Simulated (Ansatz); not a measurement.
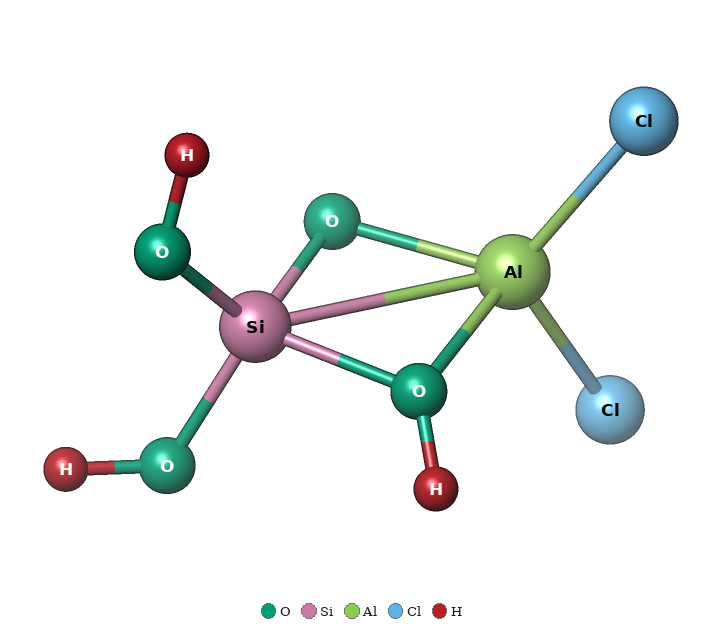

Distant atoms are faded towards the background colour. The computed structure is the end point of a PBE0-D4/def2-TZVP optimisation.

Question: Which symmetry elements does this geometry have?

Answer: It has no symmetry element but the identity, so the point group is C1. The group has 1 operation. The geometry is chiral, and symmetry allows a dipole moment.
